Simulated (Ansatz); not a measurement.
Li···F2 (SMILES [Li+].FF) (charge +1)

Input file:

```
crystal:
  periodic: [false, false, false]
  atoms:
    - {symbol: Li, position_ang: [0.082120, -0.078030, -1.553294]}
    - {symbol: F, position_ang: [-0.529743, 0.503425, 2.337108]}
    - {symbol: F, position_ang: [0.235615, -0.224131, 3.226284]}
basis:
  gaussian: {orbitals: "def2-TZVPPD.json"}
total_charge: 1
hamiltonian: {xc: pbe0, dispersion: d4}
output: {orbitals: {seedname: orbitals}}
```

Run with:

```sh
ansatz run in.yaml --threads 2 --pin off --events-out ev --progress --plain --max-ram 5222MiB
```

Geometry: rigid move from PBE0-D4/def2-TZVP.

The calculation used Ansatz, RKS PBE0-D4/def2-TZVPPD.

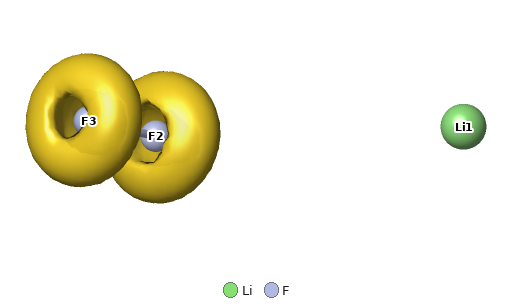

Figure 1. Isosurface of the electron localisation function at 0.8 (yellow), seen from one side. Only the valence region is drawn (cores and ρ < 0.01 e/Å³ removed).

Describe the localisation domains.

The ELF exceeds this value in two regions wrapped around F (the valence shell of each). Along the contacts the grid gives the following. Li1···F2 (3.98 Å): the ELF dips to about 0 between them; a weak contact between the two molecules. F–F (1.38 Å): the ELF peaks at about 0.65 between the atoms.

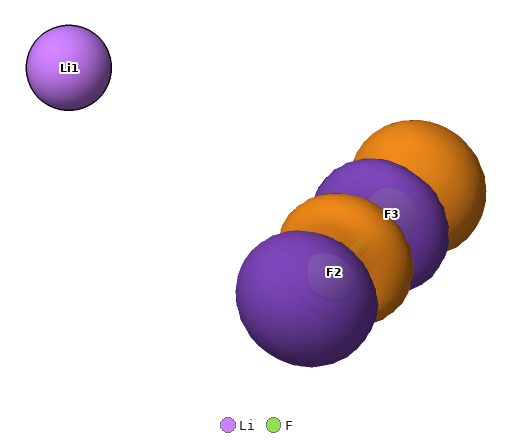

Figure 2. The LUMO at ±0.15 Å⁻³ᐟ² (orange and purple are the two phases), seen at an oblique angle.

Where does this orbital lie, and at what energy?

It lies mainly on F3 (about 45 %) and F2 (about 45 %); it is symmetric in the molecular plane (an in-plane orbital: σ, lone-pair or in-plane π type). Its energy is −6.81 eV.

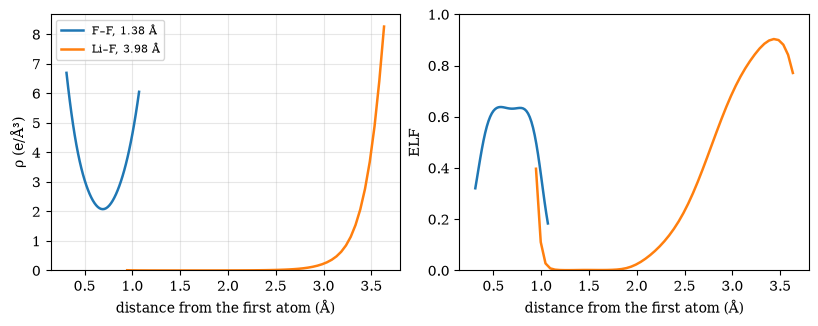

Figure 3. Total electron density and ELF along straight lines between neighbouring atoms. The curves leave out the atomic cores.

Compare the contacts.

F–F (1.38 Å): ρ is about 2.1 e/Å³ halfway; the ELF peaks at about 0.65 between the atoms.
Li1···F2 (3.98 Å): the density falls to about 0.0006 e/Å³ on the way; the ELF dips to about 0 between them (a non-bonded, intermolecular contact).

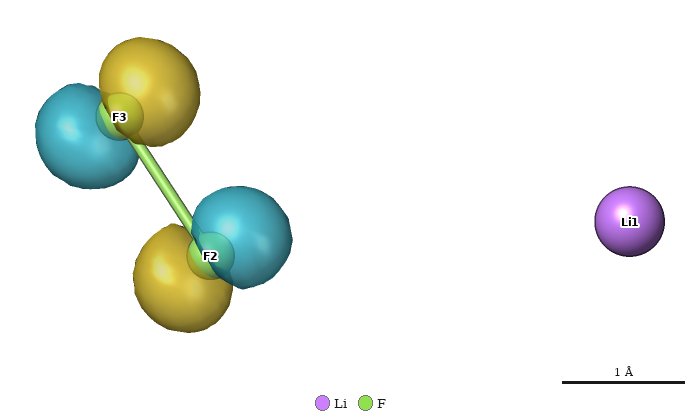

Figure 4. The HOMO−1 at ±0.4 Å⁻³ᐟ² (yellow and cyan are the two phases), seen at a tilt.

What is the character of this orbital?

Its weight (Hirshfeld) is mainly on F3 (about 55 %) and F2 (about 45 %); it is symmetric in the molecular plane (an in-plane orbital: σ, lone-pair or in-plane π type). Its energy is −15.02 eV.
